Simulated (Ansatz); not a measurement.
# FHSSi: the cost of one run

Computed with Ansatz 0.2.0 through its Python package. Level of theory: r2SCAN0/def2-SVPD.

### 1 The structure

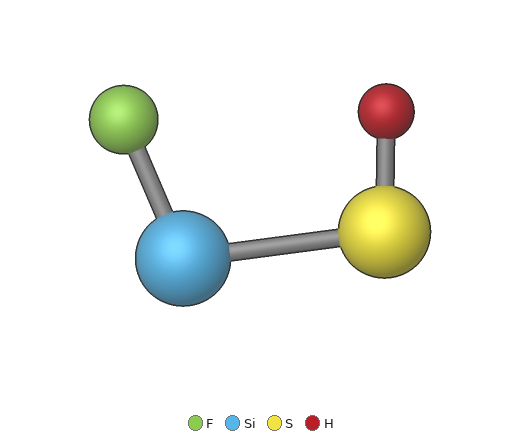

The structure that the script starts from, seen from a chosen angle (fluorine green, silicon blue, sulfur yellow, hydrogen red).

No structure file is read: the coordinates are typed or built in the script.

### 2 The code

File tae_fhssi.py:

```python
# -*- coding: utf-8 -*-
from collections import Counter

import ansatz as az


def energy_of(molecule, charge=0, unpaired=0):
    calc = molecule.calculation().basis(gaussian='def2-SVPD').functional('r2scan0')
    if charge:
        calc = calc.charge(charge)
    if unpaired:
        calc = calc.spin('collinear', total=unpaired)
    report = calc.run().report
    if report['published_state_doubts']:
        print('  doubts:', report['published_state_doubts'])
    return report['free_energy_ev']

GEOMETRY = '''
F    -1.18070    0.03660    1.14930
Si    0.06270    0.94420    0.75540
S     0.97580   -0.02370   -0.91990
H     0.19770   -1.01740   -1.00510
'''


def main():
    mol = az.Crystal.molecule()
    for line in GEOMETRY.strip().splitlines():
        symbol, *xyz = line.split()
        mol = mol.atom(symbol, [float(v) for v in xyz])

    unpaired = {'F': 1, 'Si': 2, 'S': 2, 'H': 1}
    counts = Counter(site.symbol for site in mol.cartesian_sites)
    atom_energy = {s: energy_of(az.Crystal.molecule().atom(s, (0, 0, 0)), 0, unpaired[s]) for s in counts}
    whole = energy_of(mol, 0, 0)
    for s, e in atom_energy.items():
        print(f'{s:2s} x{counts[s]}  {e:14.5f} eV')
    print(f'FHSSi: {whole:.5f} eV')
    split = sum(counts[s] * e for s, e in atom_energy.items()) - whole
    print(f'atomisation energy (no zero-point term): {23.060548 * split:.1f} kcal/mol, {split / sum(counts.values()):.3f} eV an atom')


if __name__ == '__main__':
    main()
```

### 3 The calls as engine input

The package turns the script's settings into the engine's input (first run):

```yaml
crystal:
  periodic: [false, false, false]
  atoms:
    - { symbol: F, position_ang: [0.0, 0.0, 0.0] }
basis:
  gaussian:
    orbitals: def2-SVPD
hamiltonian:
  xc: r2scan0
magnetization:
  spin_polarized: true
  initial_magnetization: 1.0
```

### 4 Running it

On the command line:

```console
python tae_fhssi.py
```

**Question.** How long does this script take on 1 thread of Arm Neoverse V1, shared host, and how much memory does it need?

About 6.4 s, with a peak of 0.21 GiB.
